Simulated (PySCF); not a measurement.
Consider C3H8OSSi.

Input file:

```
{"job": {"kind": "nmr", "xc": "PBE0", "basis": "pcSseg-1"}, "charge": 0, "multiplicity": 1}
C     -2.516784     0.210034    -0.969173
C     -2.024345    -0.089032     0.222696
Si    -0.221914     0.077297     0.716894
O      0.356364    -1.207018     1.533204
S      0.891940     0.360054    -1.109374
C      2.572595     0.343282    -0.414425
H     -1.879050     0.564569    -1.762872
H     -3.564608     0.108487    -1.206874
H     -2.697907    -0.441717     0.994635
H      0.090516     1.145948     1.652534
H      0.297204    -2.098015     1.195426
H      3.261129     0.377063    -1.251936
H      2.711028     1.214578     0.218165
H      2.723155    -0.566002     0.158933
```

Command:

```sh
OMP_NUM_THREADS=1 python probes_run.py task.json out
```

Geometry: GFN2-xTB.

Level of theory: PBE0/pcSseg-1, SCF density, gas phase, non-relativistic in PySCF 2.14.0.

What will maps of the electron density and electron localisation function show?

Answer. C–C (1.32 Å): the density is about 2.3 e/Å³ at the midpoint; the ELF peaks at about 0.90 between the atoms; a multiple bond.
C–S (1.82 Å): the density is about 1.2 e/Å³ at the midpoint; the ELF peaks at about 0.90 between the atoms (a covalent bond).
C–Si (1.88 Å): ρ is about 0.96 e/Å³ halfway; the ELF peaks at about 0.95 between the atoms: localised, covalent bonding.
Si–S (2.16 Å): ρ is about 0.84 e/Å³ halfway; the ELF peaks at about 0.95 between the atoms; localised, covalent bonding.

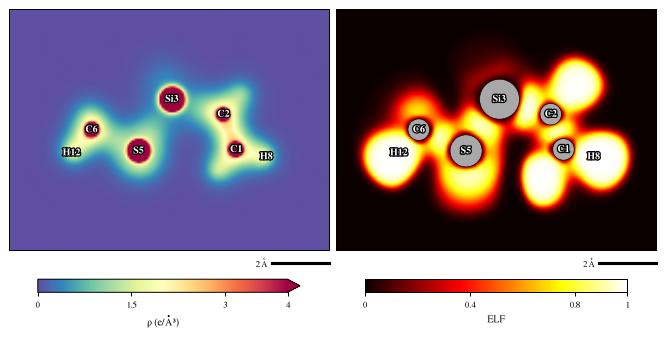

Computed electron density and electron localisation function on the plane of atoms Si3, S5 and C6, in this order. Grey discs cover the atomic cores in the ELF map. 
